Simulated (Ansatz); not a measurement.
# C2H2FSi (doublet): what the fields show

```xyz
6

F    -1.3701   -1.2917   -0.8122
Si   -0.2895   -0.0995   -0.6361
C     1.3178   -0.3799    0.1440
C     0.5093    0.2402    0.9856
H    -0.6025    0.8916   -1.6825
H     0.4351    0.6394    2.0013
```

All numbers below come from UKS PBE0/def2-SVP in Ansatz.

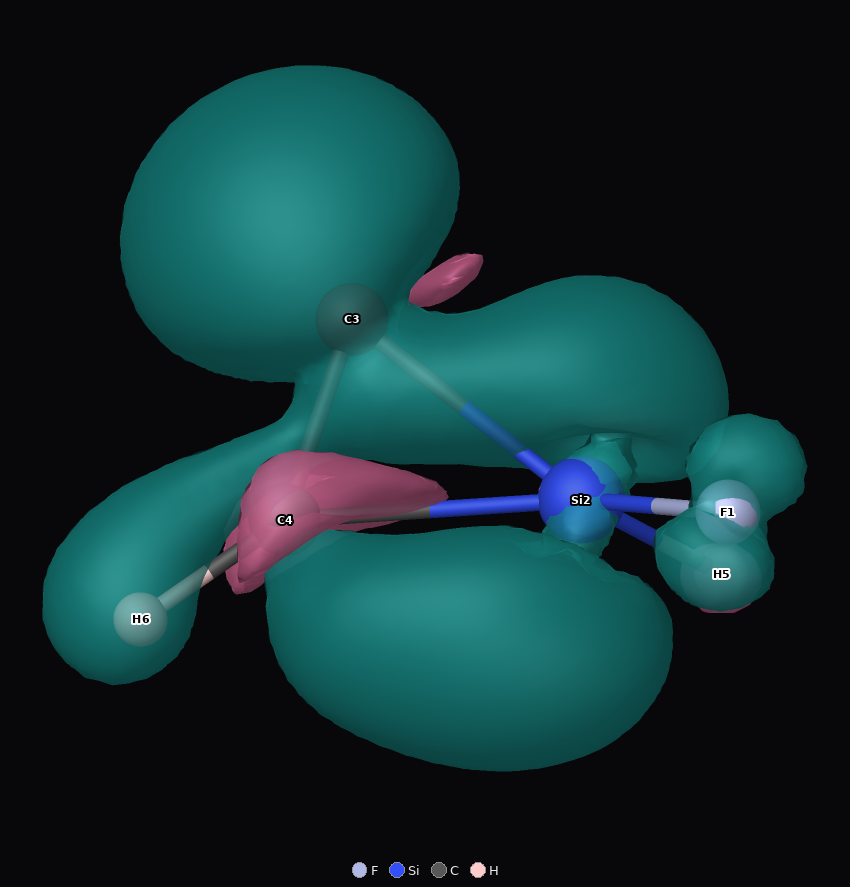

Figure 1. Isosurfaces of the spin density at +0.015 (teal) and −0.015 e/Å³ (pink), seen from one side.

Where is the unpaired spin?

The unpaired spin (1 electron) lies mostly on C3 (about 0.6), Si2 (about 0.2) and C4 (about 0.1), in electrons by Hirshfeld's partition.

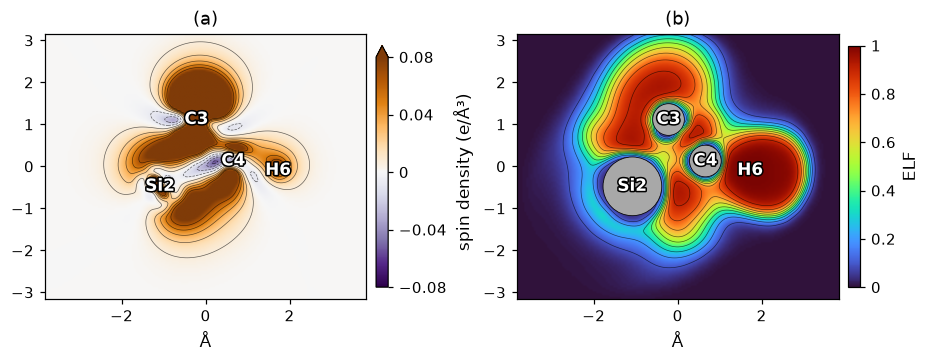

Figure 2. (a) spin density (α minus β); (b) ELF on the plane of atoms Si2, C3 and C4. Grey discs cover the atomic cores in the ELF map.

What does the map show?

The plane passes through Si, C and H nuclei.
C–C (1.32 Å): the ELF peaks at about 0.90 between the atoms: a multiple bond.
C–Si (1.81 Å): the ELF peaks at about 0.75 between the atoms (a covalent bond).
C–H (1.09 Å): the ELF climbs to about 1 towards the hydrogen, as it does in any bond to H: a covalent bond by its length.
The ELF also peaks beside C3, away from the bonds: non-bonding electrons, paired or unpaired.

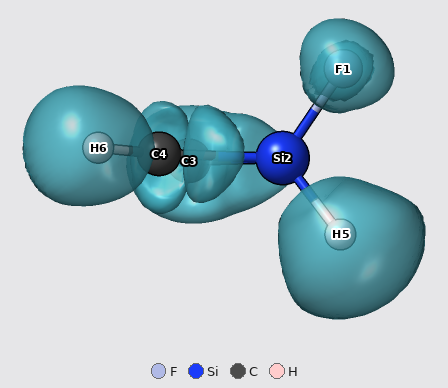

Figure 3. Isosurface of the electron localisation function at 0.8 (cyan), seen across its widest extent. Core shells and regions of very low density are left out.

What do the ELF domains correspond to?

At this value the surface marks out one region between bonded C–C atoms (shared pairs), one region between bonded C–Si atoms (shared pairs), two regions around hydrogen nuclei, one lobe on C, pointing away from the bonds (non-bonding electrons) and one region wrapped around F (its lone pairs, merged into a ring or cap). Profiles from the grid: Si–F (1.62 Å): the ELF peaks at about 0.85 in the valence shell of F, 0.6 Å from its nucleus, and is about 0.40 at the midpoint.
